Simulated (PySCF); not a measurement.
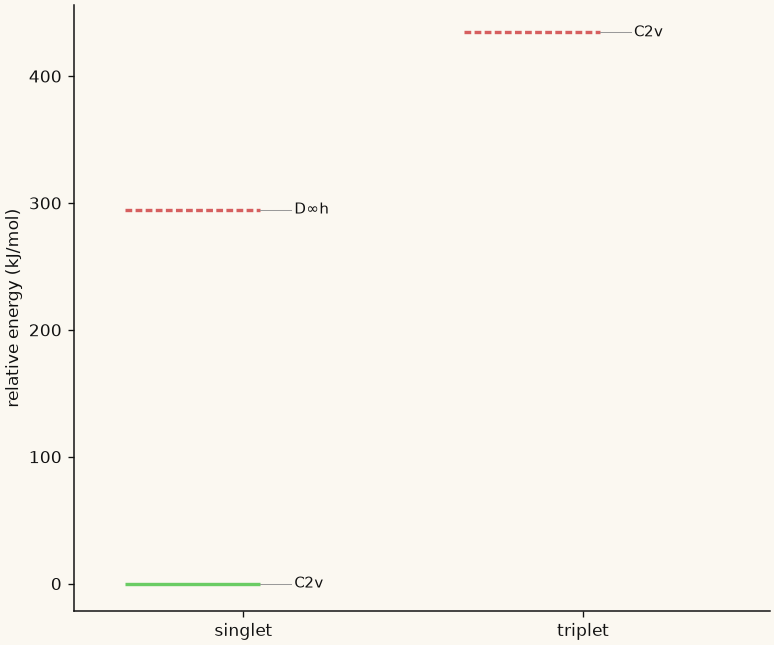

Stationary points found for SH₂ from several start shapes, ωB97X/def2-TZVP with PySCF 2.14.0, one determinant, no spin-orbit coupling, electronic energies without zero-point terms; solid lines are minima, dashed ones saddle points, labels give point groups. The search isn't exhaustive.

Q: How many of the points are minima?

A: 1 of 3: singlet C2v (0.0 kJ/mol).

Q: Which structure is the lowest found, and what comes next?

A: The singlet C2v minimum; next the singlet D∞h saddle point at 294.8 kJ/mol.
